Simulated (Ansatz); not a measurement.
**H4O4Ti···HCl: density, localisation and related maps**

```json
{"atom": "Ti", "x (Å)": "0.2406", "y (Å)": "0.3341", "z (Å)": "-0.4540"}
{"atom": "Cl", "x (Å)": "-0.1011", "y (Å)": "-0.4152", "z (Å)": "3.2661"}
{"atom": "O", "x (Å)": "1.6701", "y (Å)": "-0.1326", "z (Å)": "-1.4418"}
{"atom": "H", "x (Å)": "2.1027", "y (Å)": "-1.0047", "z (Å)": "-1.4722"}
{"atom": "O", "x (Å)": "-0.8530", "y (Å)": "1.3452", "z (Å)": "-1.4713"}
{"atom": "H", "x (Å)": "-1.8201", "y (Å)": "1.4036", "z (Å)": "-1.3720"}
{"atom": "O", "x (Å)": "-0.5990", "y (Å)": "-1.0438", "z (Å)": "0.2761"}
{"atom": "H", "x (Å)": "-0.6367", "y (Å)": "-1.1821", "z (Å)": "1.2602"}
{"atom": "O", "x (Å)": "0.7976", "y (Å)": "1.2666", "z (Å)": "1.0801"}
{"atom": "H", "x (Å)": "1.6542", "y (Å)": "1.7222", "z (Å)": "1.1721"}
{"atom": "H", "x (Å)": "0.3810", "y (Å)": "0.4974", "z (Å)": "2.3500"}
```

All numbers below come from Ansatz 0.2.0, RKS PBE-D4/def2-SVP.

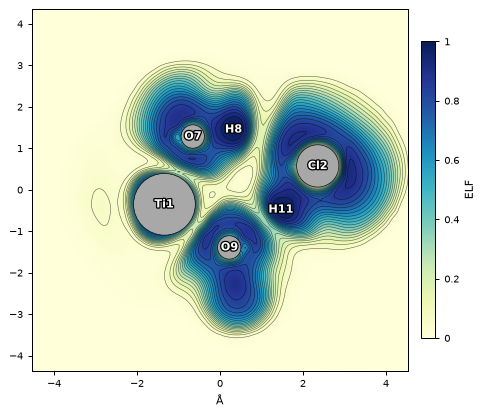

Figure 1. Electron localisation function on the plane of atoms Ti1, O7 and H8. Grey discs cover the atomic cores.

Q: Describe what can be read from this map.

A:
- Atoms in the plane: Ti, Cl, O and H.
- O9···H11 (1.54 Å): the ELF dips to about 0.30 between them.
- Ti–O (1.77 Å): the ELF peaks at about 0.85 in the valence shell of O, 0.5 Å from its nucleus, and drops to about 0.25 between the two atoms.
- O–H (0.99 Å): the ELF climbs to about 1 towards the hydrogen, as it does in any bond to H: an ordinary covalent bond to hydrogen.
- Ti–O (1.88 Å): the ELF peaks at about 0.85 in the valence shell of O, 0.6 Å from its nucleus, and drops to about 0.20 between the two atoms.
- Cl–H (1.38 Å): the ELF climbs to about 1 towards the hydrogen; a covalent bond by its length.
- The ELF also peaks beside Cl2, away from the bonds: lone-pair regions.

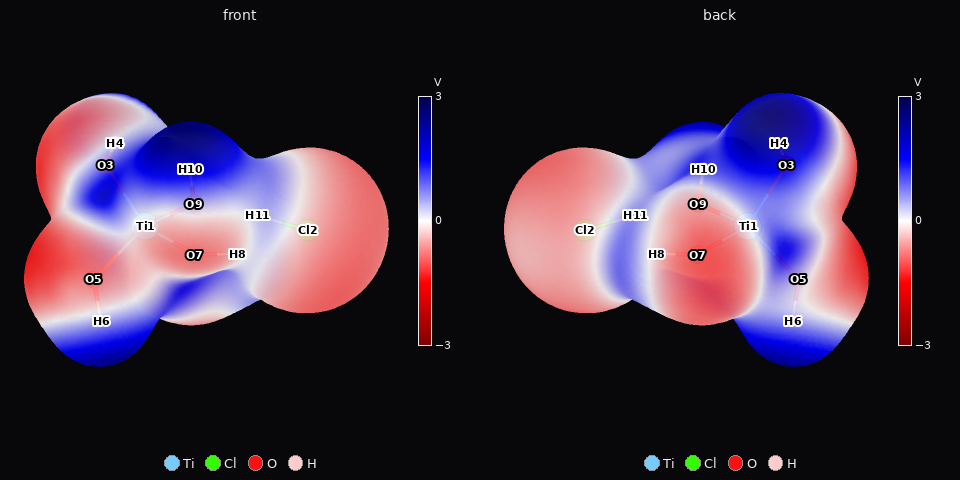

Figure 2. The electrostatic potential painted on the density surface at 0.002 e/bohr³, seen from the front and from behind; the colour scale runs from red (negative) to blue (positive).

Q: Which sites attract a positive test charge, and which a negative one?

A: A positive charge is drawn to the negative regions and a negative charge to the positive ones. The most negative region (about −1.3 V, or −30 kcal/mol for a unit charge) lies over O5, the most positive (about +2.7 V, or +62 kcal/mol for a unit charge) over H4 and H10. O5 is the likeliest acceptor of a hydrogen bond.

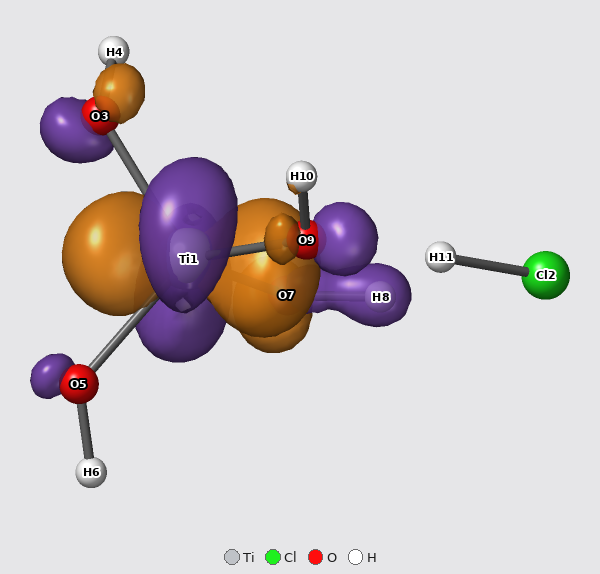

Figure 3. The LUMO at ±0.15 Å⁻³ᐟ² (orange and purple are the two phases), seen across its widest extent.

Q: What is the character of this orbital?

A: By Hirshfeld shares it lies mainly on Ti1 (about 75 %) and O7 (about 5 %). Its energy is −2.70 eV.

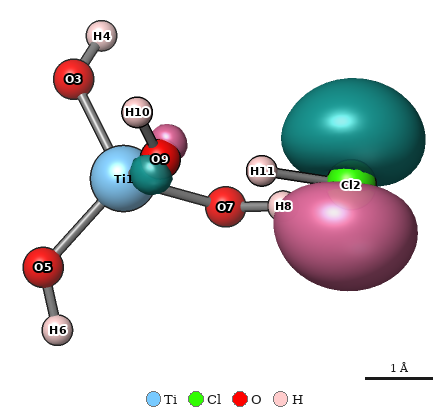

Figure 4. The HOMO at ±0.15 Å⁻³ᐟ² (teal and pink are the two phases), seen at a tilt.

Q: Where does this orbital lie, and at what energy?

A: Its weight (Hirshfeld) is mainly on Cl2 (about 90 %); largely a lone pair of Cl2. Its energy is −6.87 eV.
